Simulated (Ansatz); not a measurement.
# How the geometry moves the gap of Bi2Se3 (Paraguanajuatite)

How far does the choice of cell move the gap? The case is Bi2Se3 (Paraguanajuatite).

Calculated with Ansatz 0.2.0; PBE, HSE06 and G0W0, plane waves, PAW.

**Experimental background.**

- Gap 215 ± 10 meV: direct gap at Gamma, corrected for Burstein-Moss shift; infrared ellipsometry, critical point fit; 10 K; film on BaF2(111) (“Interband absorption edge in topological insulators Bi2(Te1-xSex)3”, 2017, arxiv:1711.08177).

- Gap 220 ± 5 meV: direct gap from earlier experiment; luminescence, transmission and magneto-transport; 10 K; bulk crystal (quoted in “Interband absorption edge in topological insulators Bi2(Te1-xSex)3”, 2017, arxiv:1711.08177).

- Gap 0.35 eV: direct optical gap from Tauc plot; FTIR absorption; film on Al2O3 (001) (“Structural, Optical, Electrical, and Thermoelectric Properties of Bi2Se3 Films Deposited at a High Se/Bi Flow Rate”, 2023, pmc:10609111).

- Gap 0.47 eV: direct optical gap from (ahv)^2 versus hv plot; optical absorption; film (n-type MBE film on sapphire, about 1e17 cm-3 electrons) on Al2O3 (001) (“Epitaxial Growth of Bi2Se3 Infrared Transparent Conductive Film and Heterojunction Diode by Molecular Beam Epitaxy”, 2022, pmc:8822219).

Most raw output is cut from this account.

**1. Set-up**

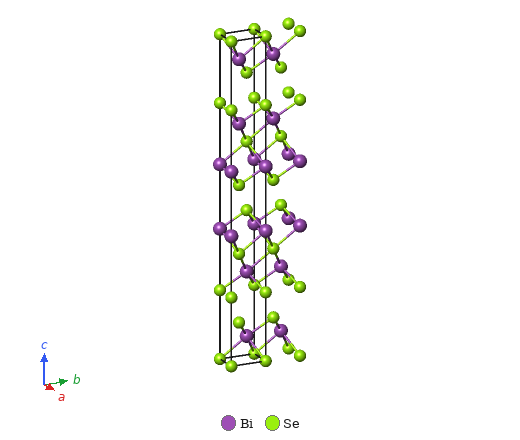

The starting structure, seen slightly off an axis (bismuth purple, selenium green). 1×2×1 cells are drawn. This picture shows the conventional cell, with its axes. Bonds to atoms that aren't drawn are left out. Some periodic images of atoms are drawn too.

The cell and positions come from the Crystallography Open Database and are kept as given unless a step says otherwise. Spin-orbit coupling is left out unless a step names it. The default PAW set here is soft_2. Its files were made with PBE.

**2. PBE bands at the given cell**

Levels along a band path, at the cheap level, show where the edges lie and whether the meshes to come will hold them.

This step: DFT, PBE, plane waves, PAW.

input.yaml

```yaml
crystal:
  lattice:
    - [2.0715, 1.1959810826, 9.5453333333]
    - [-2.0715, 1.1959810826, 9.5453333333]
    - [0.0, -2.3919621653, 9.5453333333]
  atoms:
    - { symbol: Bi, position: [0.4008, 0.4008, 0.4008] }
    - { symbol: Bi, position: [0.5992, 0.5992, 0.5992] }
    - { symbol: Se, position: [0.0, 0.0, 0.0] }
    - { symbol: Se, position: [0.2117, 0.2117, 0.2117] }
    - { symbol: Se, position: [0.7883, 0.7883, 0.7883] }
kpoints:
  mp_grid: { grid: [6, 6, 6] }
  band_path:
    path:
      - [[0.0, 0.0, 0.0], [0.5, 0.5, 0.5], [0.82286747, 0.17713253, 0.5]]
      - [[0.5, -0.17713253, 0.17713253], [0.5, 0.0, 0.0], [0.0, 0.0, 0.0], [0.33856627, -0.33856627, 0.0]]
      - [[0.66143373, 0.0, 0.33856627], [0.5, 0.0, 0.5], [0.0, 0.0, 0.0]]
    npoints: 10
hamiltonian:
  xc: pbe
scf:
  occupations: { method: fermi_dirac, width: 0.02 }
  n_extra_bands: 5
output:
  eigenvalues: true
  forces: true
  stress: true
  write_density: true
  write_potential: true
  elf: true
  volumetric_format: npy
```

Run with:

```console
$ ansatz run input.yaml --threads 3 --pin off --max-ram 92160MiB --backend cuda --events-out ev --progress --plain --runs-dir out --devices 1 --max-vram 13GiB
```

Run time: 18 s. Hardware: 1 × NVIDIA H100 80GB HBM3 (shared by 6 runs) with 3 threads of AMD EPYC 7R13 (Zen 3), shared host; peak memory 1 GiB.

Numbers from this step:

```
pressure             : 2.525 GPa
filled bands         : 39
gap                  : 0.2205 eV
valence top at       : Γ
conduction bottom at : Γ
least direct gap     : 0.2205 eV
```

The gap is direct, at Γ.

**3. Relaxing cell and ions**

Gaps follow bond lengths, so the structure is brought to rest first.

This step: DFT, PBE-D3(BJ), plane waves, PAW.

input.yaml

```yaml
crystal:
  lattice:
    - [2.0715, 1.1959810826, 9.5453333333]
    - [-2.0715, 1.1959810826, 9.5453333333]
    - [0.0, -2.3919621653, 9.5453333333]
  atoms:
    - { symbol: Bi, position: [0.4008, 0.4008, 0.4008] }
    - { symbol: Bi, position: [0.5992, 0.5992, 0.5992] }
    - { symbol: Se, position: [0.0, 0.0, 0.0] }
    - { symbol: Se, position: [0.2117, 0.2117, 0.2117] }
    - { symbol: Se, position: [0.7883, 0.7883, 0.7883] }
kpoints:
  mp_grid: { grid: [6, 6, 6] }
hamiltonian:
  xc: pbe
  dispersion: d3bj
scf:
  occupations: { method: fermi_dirac, width: 0.02 }
relax:
  f_tol: 0.01
  max_steps: 60
  cell: {}
output:
  write_density: true
  write_potential: true
  elf: true
  volumetric_format: npy
```

Run time: 26 s. Hardware: 1 × NVIDIA H100 80GB HBM3 (shared by 6 runs) with 3 threads; peak memory 1 GiB; 17 s of CPU time.

Step by step:

```csv
step,energy less that of the first step (eV),largest force component (eV/Å),pressure (GPa),volume (Å³)
1,0.0000,0.1887,0.17,141.89
2,0.0035,0.2930,-0.40,141.40
3,-0.0052,0.0293,-0.05,141.57
4,-0.0059,0.0027,-0.01,140.94
5,-0.0060,0.0041,0.00,140.83
6*,-0.0059,0.0041,0.00,140.83
```

Relaxation steps marked * repeat the geometry before them on a plane-wave basis chosen anew for their cell, so energy and pressure can jump there. Relaxation step 2 was tried and not accepted.

The run keeps the 12 symmetry operations that it works with, so distortions that break them were not tested.

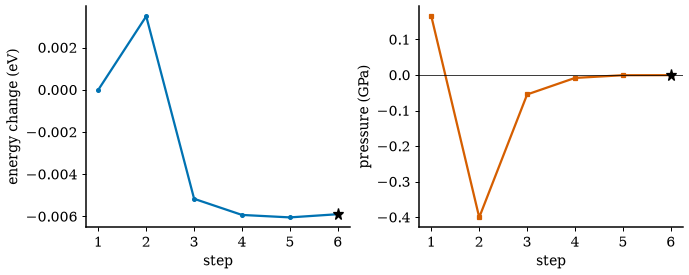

Energy and pressure along the relaxation. Stars mark steps on a basis chosen anew.

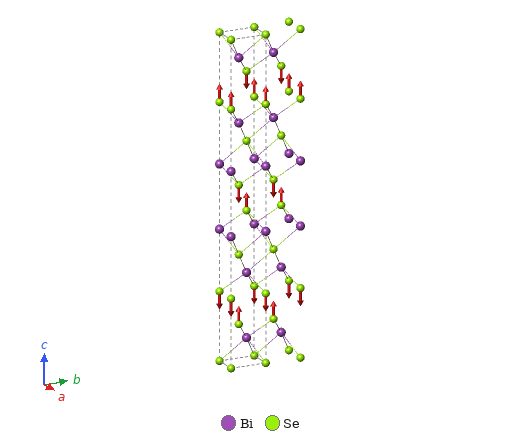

Displacements in the relaxation, exaggerated, measured against the changing cell; the longest in the cell stands for 0.04 Å. Bonds to atoms that aren't drawn are left out. 1×2×1 conventional cells are drawn. Some periodic images of atoms are drawn too.

```csv
"conventional cell, symmetrised",before,after,change
a (Å),4.143,4.142,-0.0 %
b (Å),4.143,4.142,-0.0 %
c (Å),28.636,28.433,-0.7 %
volume (Å³/atom),28.38,28.17,-0.7 %
```

The atoms that moved most (Å, as changes of fractional coordinates times the final cell):

```csv
atom,dx,dy,dz,length
Se4,0.000,0.000,-0.038,0.038
Se5,0.000,0.000,0.038,0.038
```

Final coordinates:

```cif
data_structure
_symmetry_space_group_name_H-M 'P 1'
_symmetry_Int_Tables_number 1
_cell_length_a 9.7748
_cell_length_b 9.7748
_cell_length_c 9.7748
_cell_angle_alpha 24.465
_cell_angle_beta 24.465
_cell_angle_gamma 24.465
_cell_volume 140.83
loop_
_atom_site_label
_atom_site_type_symbol
_atom_site_fract_x
_atom_site_fract_y
_atom_site_fract_z
_atom_site_occupancy
Bi1 Bi 0.40086 0.40086 0.40086 1
Bi2 Bi 0.59914 0.59914 0.59914 1
Se3 Se 0.00000 0.00000 0.00000 1
Se4 Se 0.21038 0.21038 0.21038 1
Se5 Se 0.78962 0.78962 0.78962 1
```

**4. PBE at the relaxed cell**

This step: DFT, PBE, plane waves, PAW.

input.yaml

```yaml
crystal:
  lattice:
    - [2.0711187312, 1.195760957, 9.4777535722]
    - [-2.0711187312, 1.195760957, 9.4777535722]
    - [0.0, -2.391521914, 9.4777535722]
  atoms:
    - { symbol: Bi, position: [0.4008608116, 0.4008608116, 0.4008608116] }
    - { symbol: Bi, position: [0.5991391884, 0.5991391884, 0.5991391884] }
    - { symbol: Se, position: [0.0, 0.0, 0.0] }
    - { symbol: Se, position: [0.2103755828, 0.2103755828, 0.2103755828] }
    - { symbol: Se, position: [0.7896244172, 0.7896244172, 0.7896244172] }
kpoints:
  mp_grid: { grid: [6, 6, 6] }
  band_path:
    path:
      - [[0.0, 0.0, 0.0], [0.5, 0.5, 0.5], [0.82286747, 0.17713253, 0.5]]
      - [[0.5, -0.17713253, 0.17713253], [0.5, 0.0, 0.0], [0.0, 0.0, 0.0], [0.33856627, -0.33856627, 0.0]]
      - [[0.66143373, 0.0, 0.33856627], [0.5, 0.0, 0.5], [0.0, 0.0, 0.0]]
    npoints: 10
hamiltonian:
  xc: pbe
scf:
  occupations: { method: fermi_dirac, width: 0.02 }
  n_extra_bands: 5
output:
  eigenvalues: true
  forces: true
  stress: true
```

The job ended after 12 s (1 × NVIDIA H100 80GB HBM3 (shared by 6 runs) with 3 threads; peak memory 0.94 GiB).

Numbers from this step:

```
pressure             : 2.391 GPa
gap                  : 0.1625 eV
valence top at       : Γ
conduction bottom at : Γ
least direct gap     : 0.1625 eV
```

The gap is direct, at Γ.

**5. HSE06 at the relaxed cell**

The screened hybrid is the usual rung above semilocal functionals: a quarter of exact exchange, cut off beyond a few ångström.

This step: DFT, HSE06, plane waves, PAW.

input.yaml

```yaml
crystal:
  lattice:
    - [2.0711187312, 1.195760957, 9.4777535722]
    - [-2.0711187312, 1.195760957, 9.4777535722]
    - [0.0, -2.391521914, 9.4777535722]
  atoms:
    - { symbol: Bi, position: [0.4008608116, 0.4008608116, 0.4008608116] }
    - { symbol: Bi, position: [0.5991391884, 0.5991391884, 0.5991391884] }
    - { symbol: Se, position: [0.0, 0.0, 0.0] }
    - { symbol: Se, position: [0.2103755828, 0.2103755828, 0.2103755828] }
    - { symbol: Se, position: [0.7896244172, 0.7896244172, 0.7896244172] }
kpoints:
  mp_grid: { grid: [4, 4, 4] }
  band_path:
    path:
      - [0.0, 0.0, 0.0]
      - [0.5, 0.5, 0.5]
      - [0.82286747, 0.17713253, 0.5]
      - [0.5, -0.17713253, 0.17713253]
      - [0.5, 0.0, 0.0]
      - [0.33856627, -0.33856627, 0.0]
      - [0.66143373, 0.0, 0.33856627]
      - [0.5, 0.0, 0.5]
    npoints: 1
hamiltonian:
  xc: hse06
scf:
  occupations: { method: fixed }
  n_extra_bands: 5
output:
  eigenvalues: true
```

Wall time 46 s (1 × NVIDIA H100 80GB HBM3 (shared by 6 runs) with 3 threads); peak memory 1.7 GiB.

Numbers from this step:

| Quantity | Value |
| --- | --- |
| gap | 0.5706 eV |
| valence top at | Γ |
| conduction bottom at | Γ |
| least direct gap | 0.5706 eV |

The gap stands +0.41 eV against PBE.

**6. G0W0 at the relaxed cell**

Now the one-shot GW correction: screening in the RPA, then the self-energy of the levels asked for.

This step: G0W0 on PBE, plane waves, PAW.

input.yaml

```yaml
crystal:
  lattice:
    - [2.0711187312, 1.195760957, 9.4777535722]
    - [-2.0711187312, 1.195760957, 9.4777535722]
    - [0.0, -2.391521914, 9.4777535722]
  atoms:
    - { symbol: Bi, position: [0.4008608116, 0.4008608116, 0.4008608116] }
    - { symbol: Bi, position: [0.5991391884, 0.5991391884, 0.5991391884] }
    - { symbol: Se, position: [0.0, 0.0, 0.0] }
    - { symbol: Se, position: [0.2103755828, 0.2103755828, 0.2103755828] }
    - { symbol: Se, position: [0.7896244172, 0.7896244172, 0.7896244172] }
kpoints:
  mp_grid: { grid: [4, 4, 4] }
hamiltonian:
  xc: pbe
scf:
  occupations: { method: fixed }
gw:
  n_empty_bands: 420
  ecut_chi: 120
  qp_bands: [v2, c2]
  qp_kpoints: band_edges
  screening: { model: contour_deformation }
```

Elapsed: 1.9 min, on 1 × NVIDIA H100 80GB HBM3 (shared by 6 runs) with 3 threads; peak memory 1.9 GiB.

Numbers from this step:

| Property | Result |
| --- | --- |
| bands summed | 459 |
| RPA ε∞ on this mesh (eigenvalues) | 22.39, 22.39, 123.9 |
| plane waves in the screening matrix | 431 |
| G0W0 gap on the mesh | 0.4460 eV |
| k of the valence top | 0, 0, 0 |
| k of the conduction bottom | 0, 0, 0 |
| starting gap on the mesh | 0.1705 eV |
| least direct G0W0 gap on the computed points | 0.4460 eV |

The gap on the mesh goes from 0.17 eV to 0.45 eV, a correction of +0.28 eV. The program marks an edge row as in doubt. Between the two edge states, bare exchange in place of the xc potential would open the gap by 3.32 eV, and correlation takes back 3.04 eV.

**7. G0W0 at the given cell**

input.yaml

```yaml
crystal:
  lattice:
    - [2.0715, 1.1959810826, 9.5453333333]
    - [-2.0715, 1.1959810826, 9.5453333333]
    - [0.0, -2.3919621653, 9.5453333333]
  atoms:
    - { symbol: Bi, position: [0.4008, 0.4008, 0.4008] }
    - { symbol: Bi, position: [0.5992, 0.5992, 0.5992] }
    - { symbol: Se, position: [0.0, 0.0, 0.0] }
    - { symbol: Se, position: [0.2117, 0.2117, 0.2117] }
    - { symbol: Se, position: [0.7883, 0.7883, 0.7883] }
kpoints:
  mp_grid: { grid: [4, 4, 4] }
hamiltonian:
  xc: pbe
scf:
  occupations: { method: fixed }
gw:
  n_empty_bands: 423
  ecut_chi: 120
  qp_bands: [v2, c2]
  qp_kpoints: band_edges
  screening: { model: contour_deformation }
```

Wall time 2 min (1 × NVIDIA H100 80GB HBM3 (shared by 6 runs) with 3 threads); peak memory 1.8 GiB.

Numbers from this step:

* bands summed: 462
* RPA ε∞ on this mesh (eigenvalues): 21.13, 21.13, 51.41
* plane waves in the screening matrix: 431
* G0W0 gap on the mesh: 0.5221 eV
* k of the valence top: 0, 0, 0
* k of the conduction bottom: 0, 0, 0
* starting gap on the mesh: 0.2284 eV
* least direct G0W0 gap on the computed points: 0.5221 eV

The gap on the mesh goes from 0.23 eV to 0.52 eV, a correction of +0.29 eV. The program marks an edge row as in doubt. Between the two edge states, bare exchange in place of the xc potential would open the gap by 3.49 eV, and correlation takes back 3.20 eV.

**8. Together**

G0W0 rows are gaps on the mesh, lowered by the amount that the mesh misses the start's edges, a rough step that assumes the same correction there.

```csv
level,given cell (eV),relaxed cell (eV),change (eV)
PBE,0.22,0.16,−0.06
HSE06,-,0.57,-
G0W0@PBE,0.52,0.45,−0.08
```

**9. Summary of results**

| Quantity | Value |
| --- | --- |
| volume change | −0.7 % |
| PBE, given cell | 0.22 eV |
| PBE, relaxed cell | 0.16 eV |
| HSE06, relaxed cell | 0.57 eV |
| G0W0@PBE, relaxed cell | 0.45 eV |
| G0W0@PBE, given cell | 0.52 eV |
| known limits | not at the basis limit; model gap, bands may invert with spin-orbit coupling; mesh may overstate the screening; no spin-orbit coupling |

Relaxation changes the volume by −0.7 % and the gap by −0.06 eV (PBE) and −0.08 eV (G0W0@PBE). Bands and cutoff are finite, so the gap is not at the basis limit. The miss can reach some tenths of an eV and take either sign; the mesh is an error of its own. Where an edge is built on 6p states of lead, bismuth or thallium, scalar-relativistic gaps usually stand too wide, by a few tenths to over one eV. With atoms this heavy and so narrow a gap, spin-orbit coupling can invert the bands. These scalar-relativistic gaps are then model values, not to be set against experiment, and a spin-orbit change taken from DFT can't simply be added. The RPA ε∞ on this mesh reaches over 25; with a narrow direct gap a coarse mesh can overstate it, and the correction is then too small. The program marks a band-edge row as in doubt, so the gap is less sure than its digits.

[Paths, hosts, dates, memory and timing lines, banners, echoed tables and standing remarks are left out of the program output.]

[Logs are printed without paths, hosts, clocks, repeated set-up lines and the standing remarks that a program may print on its own settings, such as how far it seeks lower states.]

[Runs of the session that timed out or met a known fault of the program may be left out.]

[Cells called generated may have been cut or substituted from an entry of the Crystallography Open Database or the Materials Project.]

[Hosts, paths, dates, database ids (printed as entryN), source tags and the programs' standing remarks are cut or masked in the printed files.]
